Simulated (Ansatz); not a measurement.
**Equation of state of MnP type NiGe**

How stiff is MnP type NiGe under hydrostatic load? Each row relaxes cell and atoms at a set pressure. The phase is followed to these pressures whether or not it stays the stable one.

Calculated with Ansatz 0.2.0, PBEsol, PAW files of the set soft_1, cutoff 600 eV, Fermi–Dirac smearing 0.05 eV, k-mesh 8×13×8, no spin polarisation, no spin-orbit coupling.

Reference cell, relaxed at zero pressure with PBEsol (Pnma): a = 5.3027 Å, b = 3.4488 Å, c = 5.7336 Å, α = 90.00°, β = 90.00°, γ = 90.00°.

```
atom       x       y       z
  Ge  0.3114  0.7500  0.0889
  Ge  0.1886  0.2500  0.5889
  Ge  0.8114  0.7500  0.4111
  Ge  0.6886  0.2500  0.9111
  Ni  0.0071  0.2500  0.1892
  Ni  0.4929  0.7500  0.6892
  Ni  0.5071  0.2500  0.3108
  Ni  0.9929  0.7500  0.8108
```

```
V (Å³/atom)    V/V0  P (GPa)  E − E0 (meV/atom)
    13.4789  1.0284   −4.004                4.8
    12.7163  0.9702    4.996                5.9
    12.3834  0.9448   10.004               21.4
    12.0928  0.9226   15.005               44.0
    11.8343  0.9029   20.009               72.1
```

V0 = 13.1070 Å³ an atom, where the residual pressure P0 is +0.001 GPa. **Question.** Fit the Birch–Murnaghan law and give the pressure and the energy at V = 11.3895 Å³ an atom, a row left out above.

With the Eulerian strain f = ½[(V0/V)^(2/3) − 1] and F = (P − P0)/[3f(1 + 2f)^(5/2)], the third-order law is the line F = B0 + (3/2) B0 (B′ − 4) f.

```
       f  F (GPa)
 0.03523   159.66
 0.02758   158.57
 0.01929   157.22
 0.01019   155.36
−0.00924   151.38
```

A straight line through the 5 rows: the means are 0.01661 for f and 156.44 for F, Σ(Δx)² = 0.001184 and ΣΔxΔy = 0.2231, so the slope is 0.2231/0.001184 = 188.52 and the intercept 156.44 − (188.52)(0.01661) = 153.31.

Hence B0 = 153.3 GPa and B′ = 4 + (188.5)/(1.5 × 153.3) = 4.82. For the withheld volume f = 0.04908, F = 162.56 GPa and P = 30.25 GPa, an extrapolation past the fitted rows. The run itself gives 30.01 GPa, so the estimate misses by 0.24 GPa, more than the largest misfit of the fitted rows (0.04 GPa).

Integrating the same law gives E − E0 = (9/2) B0 V0 f²[1 + (B′ − 4) f] + P0(V0 − V), with 1 GPa Å³ = 6.2415 meV: 141.4 meV an atom. The run itself gives 141.1 meV, so the estimate misses by 0.3 meV, more than the largest misfit of the fitted rows (0.1 meV).

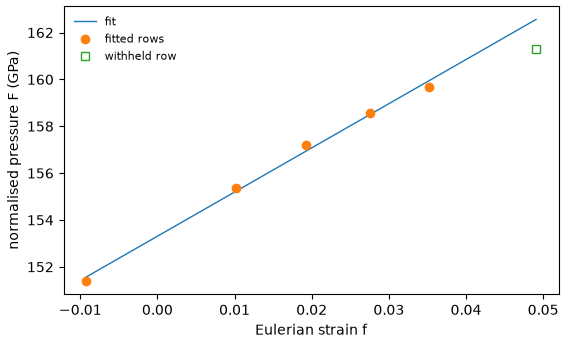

The fitted law, the rows behind it and the withheld row.

[Logs are printed without paths, hosts, clocks, repeated set-up lines and the standing remarks that a program may print on its own settings, such as how far it seeks lower states.]
